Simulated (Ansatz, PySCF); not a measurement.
Breaking a bond: SMILES CS, singlet. The C1–H6 bond (C1 also carries H, H, S; H6 carries nothing else) is varied alone, starting from the PBE0/def2-TZVP optimised geometry.

```
6

C      0.0000     0.0000     0.0000
S      1.3843    -0.9524    -0.6630
H     -0.9051    -0.4986    -0.3471
H      0.0000     1.0215    -0.3782
H      2.3681    -0.2034    -0.1418
H      0.0000     0.0000     1.0892
```

- UKS-TPSSh = unrestricted TPSSh/cc-pVDZ run with PySCF
- RHF/6-31G* = restricted Hartree-Fock/6-31G*, spherical d (PySCF)
- RKS-PBE = Ansatz (a program for electronic structure) with restricted PBE/cc-pVDZ
- RCCSD = CCSD on RHF/cc-pVDZ, 6 core orbitals frozen in PySCF

Energies are in eV, each relative to the lowest point of its own curve near equilibrium.

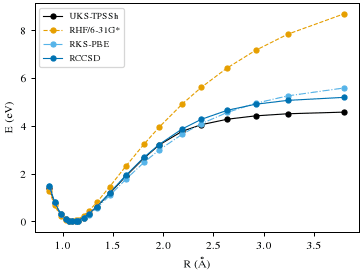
*Energy against bond length for each method.*

| R / Å | UKS-TPSSh | RHF/6-31G* | RKS-PBE | RCCSD |
|---|---|---|---|---|
| 0.87 | 1.417 | 1.281 | 1.473 | 1.478 |
| 0.92 | 0.775 | 0.667 | 0.818 | 0.814 |
| 0.98 | 0.301 | 0.230 | 0.329 | 0.321 |
| 1.03 | 0.091 | 0.052 | 0.106 | 0.099 |
| 1.06 | 0.027 | 0.007 | 0.034 | 0.030 |
| 1.09 | 0.000 | 0.000 | 0.000 | 0.000 |
| 1.13 | 0.013 | 0.040 | 0.003 | 0.010 |
| 1.15 | 0.036 | 0.077 | 0.022 | 0.033 |
| 1.21 | 0.161 | 0.244 | 0.132 | 0.158 |
| 1.26 | 0.312 | 0.431 | 0.272 | 0.311 |
| 1.34 | 0.612 | 0.791 | 0.553 | 0.618 |
| 1.47 | 1.175 | 1.457 | 1.085 | 1.196 |
| 1.63 | 1.892 | 2.310 | 1.763 | 1.927 |
| 1.81 | 2.643 | 3.229 | 2.468 | 2.678 |
| 1.96 | 3.196 | 3.937 | 2.984 | 3.215 |
| 2.19 | 3.769 | 4.908 | 3.646 | 3.869 |
| 2.38 | 4.045 | 5.608 | 4.087 | 4.270 |
| 2.64 | 4.275 | 6.427 | 4.562 | 4.650 |
| 2.92 | 4.415 | 7.157 | 4.942 | 4.901 |
| 3.24 | 4.503 | 7.832 | 5.251 | 5.063 |
| 3.80 | 4.572 | 8.686 | 5.582 | 5.189 |

At the longest distance, 3.80 Å, RHF/6-31G* lies highest above its minimum (8.686 eV) and UKS-TPSSh lowest (4.572 eV).

The unrestricted determinant behind UKS-TPSSh is spin-contaminated at 1.96 to 3.80 Å (<S²> up to 1.0, against 0.00 for a pure singlet). The restricted form behind RHF/6-31G*, RKS-PBE keeps the bonding electrons paired and can't separate into open-shell fragments. The T1 diagnostic of CCSD on the restricted reference of RCCSD exceeds 0.045 at 2.92 to 3.80 Å.
